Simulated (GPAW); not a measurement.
**Two attempts at CH3FOSb (SMILES C[O][Sb][F])**

Wanted: the charge distribution of CH3FOSb, URPBE/real-space grid (scalar-relativistic datasets).

The calculation is run with GPAW 26.7.0.

1 further run of the same task is left out (set aside as unsound or not needed).

## (1) The structure to begin with

CH3FOSb: 7 atoms, total charge 0, spin state doublet. As SMILES, `C[O][Sb][F]`. Geometry: relaxed at PBE0-D4/def2-TZVP. This is one conformer, not always the lowest.

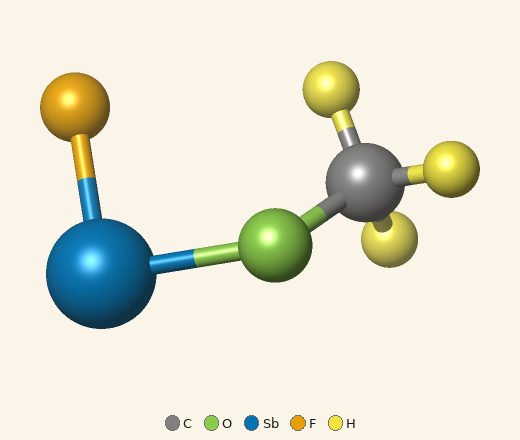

The structure, seen from a chosen angle (carbon grey, oxygen green, antimony blue, fluorine amber, hydrogen yellow).

## (2) The input as first written

Contents of ch3fosb.py:

```python
import numpy as np
from ase import Atoms
from ase.units import Debye
from gpaw import GPAW

# Structure
atoms = Atoms("COSbFHHH",
    positions=[[ -0.476300,   0.370900,   0.587400],
               [  0.849700,   0.568800,   0.137400],
               [  1.495800,  -0.129200,  -1.551400],
               [  0.676300,  -1.861100,  -1.386500],
               [ -1.196800,   0.914400,  -0.035100],
               [ -0.748300,  -0.688400,   0.595200],
               [ -0.539200,   0.756600,   1.607300]])
atoms.center(vacuum=4.5)
atoms.set_initial_magnetic_moments([0.5, 0.5, 0.5, 0.5, 0.0, 0.0, 0.0])

# Ground state
calculator = GPAW(mode="fd",
                  h=0.2,
                  symmetry="off",
                  occupations={"name": "fermi-dirac", "width": 0.02, "fixmagmom": True},
                  xc="RPBE",
                  maxiter=89,
                  txt="-")
atoms.calc = calculator

energy = atoms.get_potential_energy()
print(f"Energy: {energy:.5f} eV")
forces = atoms.get_forces()
print("Forces (eV/Ang)")
for symbol, f in zip(atoms.symbols, forces):
    print(f'{symbol:2} {f[0]:9.4f} {f[1]:9.4f} {f[2]:9.4f}')
dipole = atoms.get_dipole_moment() / Debye
print(f"Dipole = {np.linalg.norm(dipole):.3f} D")
```

On the command line:

```sh
$ python3 -u ch3fosb.py | tee ch3fosb.out
```

What it wrote:

```text
[...]
Number of symmetries: 1
[...]
  Number of IBZ points: 1
[...]
Spin-components: 2 (collinear spins)
Bands:           24
[...]
  Valence electrons: 35.0
[...]
  Grid points: [60 60 60]
  Charge: 0.0  # |e|
[...]
    cutoffs:
[...]
occupation numbers:
  Fixed magnetic moment: 2.000
[...]
xc functional:
  name: RPBE with 2 nearest neighbor stencil
[...]
|iter     |     time |      energy | eigst |  dens |  magmom |
[...]
|iter:   1| 00:00:05 |  -34.312795 | +0.99 |       |  +1.9957|
[...]
|iter:  17| 00:00:55 |  -31.621901c| -7.53c| -5.78c|  +2.0000|
Converged in 17 steps
[...]
Energy contributions relative to reference atoms: (reference = -182117.351309)
Energy contributions:
  Kinetic:          44.534797
  Coulomb:         -46.067501
  Zero:              1.117733
  External:          0.000000
  Xc:              -31.193068
  Entropy:          -0.027726
  Spinorbit:         0.000000
  ----------------------------
  Free energy:     -31.635764
  Extrapolated:    -31.621901
dipole moment: (-0.267152, 0.343200, 0.274771)  # |e|*Ang
Total magnetic moment: (0.000000, 0.000000, 2.000000)
Local magnetic moments
|        x |        y |        z |
|----------|----------|----------|
| 0.000000 | 0.000000 | 0.016490 |  # C    0
| 0.000000 | 0.000000 | 0.214038 |  # O    1
| 0.000000 | 0.000000 | 0.459334 |  # Sb   2
| 0.000000 | 0.000000 | 0.099725 |  # F    3
| 0.000000 | 0.000000 | 0.021394 |  # H    4
| 0.000000 | 0.000000 | 0.005987 |  # H    5
| 0.000000 | 0.000000 | 0.006456 |  # H    6
Fermi levels: -2.344, -7.390
Eigenvalues  # (at kpt = [0.000, 0.000, 0.000])
| band index |      eig [eV] | occ [0-1] |      eig [eV] | occ [0-1] |
|------------|---------------|-----------|---------------|-----------|
|          0 |       -34.048 |     1.000 |       -33.978 |     1.000 |
|        ... |               |           |               |           |
|         10 |       -11.768 |     1.000 |       -11.617 |     1.000 |
|         11 |       -11.703 |     1.000 |       -11.366 |     1.000 |
|         12 |        -9.468 |     1.000 |        -9.146 |     1.000 |
|         13 |        -9.326 |     1.000 |        -9.094 |     1.000 |
|         14 |        -9.150 |     1.000 |        -8.711 |     1.000 |
|         15 |        -8.257 |     1.000 |        -7.760 |     1.000 |
|         16 |        -8.064 |     1.000 |        -7.390 |     0.500 |
|         17 |        -4.741 |     1.000 |        -3.161 |     0.000 |
|         18 |        -2.344 |     0.500 |        -1.427 |     0.000 |
|         19 |        -1.609 |     0.000 |        -1.083 |     0.000 |
[...]
Gap: 0.817 eV
Transition (v -> c):
[...]
Forces (eV/Ang)
C     0.1342   -0.1802    0.4886
O    -0.9796    0.5315    2.3551
Sb    2.1000    0.7817   -3.2269
F    -1.1237   -1.4942    0.6588
H    -0.2341    0.2299   -0.2671
H    -0.1062   -0.3168   -0.2143
H    -0.0820    0.3068    0.2268
Dipole = 2.471 D
```

It took 55 s on 1 thread of Arm Neoverse V1, shared host; peak memory 0.86 GiB.

## (3) What went wrong

The program ended normally, but the settings are unsound, so its numbers aren't properties of the molecule.

The fault: the spin state typed doesn't suit the molecule. Among its listed settings the sound run differs in this, and the input shows the rest: multiplicity 2 in place of 3.

## (4) Try two

Contents of molecule.py:

```python
import numpy as np
from ase import Atoms
from ase.units import Debye
from gpaw import GPAW

# Geometry
system = Atoms('COSbFHHH',
    positions=[[ -0.476300,   0.370900,   0.587400],
               [  0.849700,   0.568800,   0.137400],
               [  1.495800,  -0.129200,  -1.551400],
               [  0.676300,  -1.861100,  -1.386500],
               [ -1.196800,   0.914400,  -0.035100],
               [ -0.748300,  -0.688400,   0.595200],
               [ -0.539200,   0.756600,   1.607300]])
system.center(vacuum=4.5)
system.set_initial_magnetic_moments([0.25, 0.25, 0.25, 0.25, 0.0, 0.0, 0.0])

# DFT calculator
calc = GPAW(mode='fd',
            symmetry='off',
            h=0.2,
            occupations={'name': 'fermi-dirac', 'width': 0.02, 'fixmagmom': True},
            xc='RPBE',
            maxiter=100,
            txt='-')
system.calc = calc

energy = system.get_potential_energy()
print(f'Energy = {energy:.5f} eV')
forces = system.get_forces()
print('Forces (eV/Ang)')
for symbol, f in zip(system.symbols, forces):
    print(f'{symbol:2} {f[0]:9.4f} {f[1]:9.4f} {f[2]:9.4f}')
dipole = system.get_dipole_moment() / Debye
print(f'Dipole                  {np.linalg.norm(dipole):.3f} D')
```

On the command line:

```sh
$ OMP_NUM_THREADS=1 python molecule.py
```

What it wrote:

```text
[...]
Number of symmetries: 1
[...]
  Number of IBZ points: 1
[...]
Spin-components: 2 (collinear spins)
Bands:           24
[...]
  Valence electrons: 35.0
[...]
  Grid points: [60 60 60]
  Charge: 0.0  # |e|
[...]
    cutoffs:
[...]
occupation numbers:
  Fixed magnetic moment: 1.000
[...]
xc functional:
  name: RPBE with 2 nearest neighbor stencil
[...]
|iter     |     time |      energy | eigst |  dens |  magmom |
[...]
|iter:   1| 00:00:04 |  -37.704630 | +0.96 |       |  +0.9979|
[...]
|iter:  16| 00:00:50 |  -34.067203c| -7.71c| -5.77c|  +1.0000|
Converged in 16 steps
[...]
Energy contributions relative to reference atoms: (reference = -182117.351309)
Energy contributions:
  Kinetic:          40.950842
  Coulomb:         -44.086698
  Zero:              1.139989
  External:          0.000000
  Xc:              -32.071337
  Entropy:          -0.000000
  Spinorbit:         0.000000
  ----------------------------
  Free energy:     -34.067203
  Extrapolated:    -34.067203
dipole moment: (0.032405, 0.298878, -0.135489)  # |e|*Ang
Total magnetic moment: (0.000000, 0.000000, 1.000000)
Local magnetic moments
|        x |        y |         z |
|----------|----------|-----------|
| 0.000000 | 0.000000 |  0.002390 |  # C    0
| 0.000000 | 0.000000 |  0.042686 |  # O    1
| 0.000000 | 0.000000 |  0.310987 |  # Sb   2
| 0.000000 | 0.000000 |  0.037896 |  # F    3
| 0.000000 | 0.000000 |  0.001055 |  # H    4
| 0.000000 | 0.000000 |  0.000405 |  # H    5
| 0.000000 | 0.000000 | -0.000294 |  # H    6
Fermi levels: -3.055, -4.705
Eigenvalues  # (at kpt = [0.000, 0.000, 0.000])
| band index |      eig [eV] | occ [0-1] |      eig [eV] | occ [0-1] |
|------------|---------------|-----------|---------------|-----------|
|          0 |       -34.260 |     1.000 |       -34.241 |     1.000 |
|        ... |               |           |               |           |
|         10 |       -10.952 |     1.000 |       -10.913 |     1.000 |
|         11 |       -10.881 |     1.000 |       -10.811 |     1.000 |
|         12 |        -9.438 |     1.000 |        -9.252 |     1.000 |
|         13 |        -9.314 |     1.000 |        -9.202 |     1.000 |
|         14 |        -8.902 |     1.000 |        -8.679 |     1.000 |
|         15 |        -7.305 |     1.000 |        -7.197 |     1.000 |
|         16 |        -6.985 |     1.000 |        -6.804 |     1.000 |
|         17 |        -4.642 |     1.000 |        -3.349 |     0.000 |
|         18 |        -2.132 |     0.000 |        -1.847 |     0.000 |
|         19 |        -1.388 |     0.000 |        -1.048 |     0.000 |
[...]
Gap: 1.216 eV
Transition (v -> c):
[...]
Forces (eV/Ang)
C    -0.4634   -0.0488    0.1670
O     0.4864    0.4236    0.4139
Sb    0.5995    0.3793   -0.7413
F    -0.5649   -0.8815    0.0485
H    -0.2040    0.1383   -0.1451
H    -0.1082   -0.2482    0.0229
H    -0.0338    0.0970    0.2483
Dipole                  1.584 D
```

Run time: 51 s. Hardware: 1 thread of Arm Neoverse V1, shared host; peak memory 0.86 GiB.

## (5) Summary of results

At URPBE/real-space grid (scalar-relativistic datasets):

| quantity | value |
| --- | --- |
| energy as printed (from the program's reference atoms) | -34.0672 eV |
| dipole moment | 1.58 D |
| HOMO energy (highest over α and β) | -4.64 eV |
| LUMO energy (lowest over α and β) | -3.35 eV |
